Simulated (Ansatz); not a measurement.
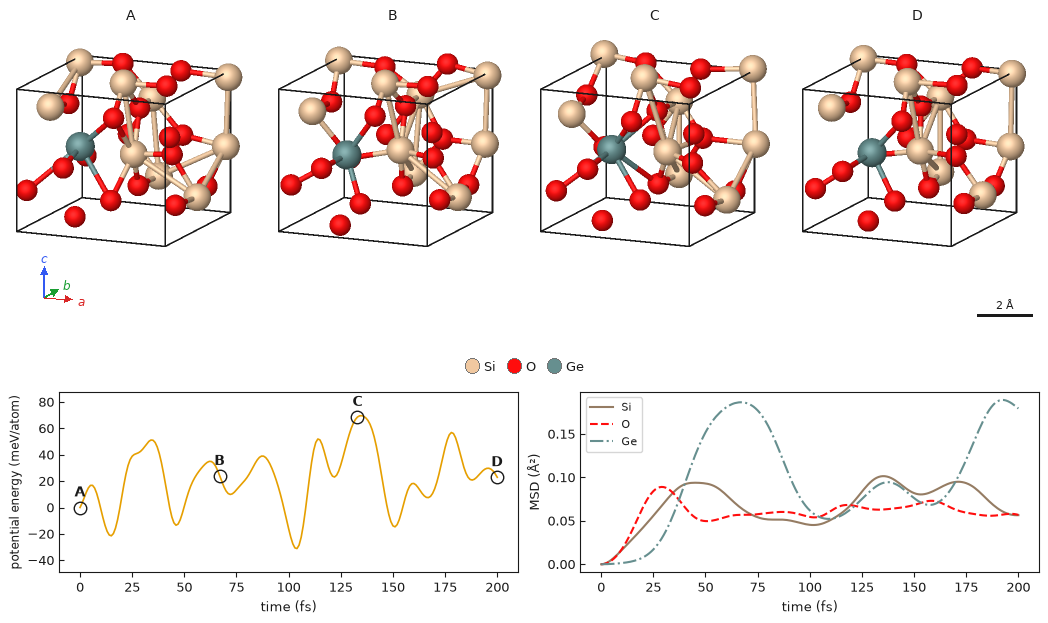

First-principles dynamics of SiO2 with an interstitial Ge (25 atoms in the cell), 200 fs long. It starts from the last geometry of an earlier run, with fresh velocities. Frames (A at 0 fs, B at 67 fs, C at 133 fs, D at 200 fs) and the history of the run. A ball-and-stick model of the simulation cell, seen slightly off an axis. Bonds to atoms that aren't drawn are left out.

Theory: Ansatz, DFT PBE, scalar-relativistic, plane waves, PAW. Settings: plane-wave cutoff 420 eV; k-point mesh 2 × 2 × 2; Fermi-Dirac smearing 0.02 eV; constant energy (NVE); velocities drawn for 1680 K; time step 1 fs.

> What happens in this trajectory?

Root-mean-square distances from the starting positions over the second half, with the common drift of all atoms taken out: Ge 0.32 Å, Si 0.28 Å, O 0.25 Å. Against the typical shortest distance between atoms in the first frame, about 1.7 Å these are wide excursions, but the first-neighbour bonds of the start all hold: the network flexes, or its layers or units shift against each other, without breaking. Bond changes: 3 O–Si bonds form between 110 fs and 182 fs. The mean temperature in the second half is 1471 K (standard deviation 203 K). The potential energy in the second half lies on average 25.8 meV per atom above the first frame. The total energy stays between −0.25 and 0.22 meV per atom of its start. A straight-line fit has a slope that amounts to −0.22 meV per atom over 200 fs (0.1 % of the mean kinetic energy), its mean offset in the second half is under 0.1 %, and the ripple about the line is 0.4 % of the kinetic energy's fluctuation. With a drift under 2 % and a ripple under 7 %, the integration is accurate. The self-consistency threshold is loose, so the forces are noisy.

Limits of the set-up: the periodic images lie only 5.3 Å apart, so the values are limited by the cell's size.

The run took 11 min on 1 thread of Arm Neoverse V2, with other jobs on the host, peak memory 0.55 GiB.

PAW datasets: the set soft_1.
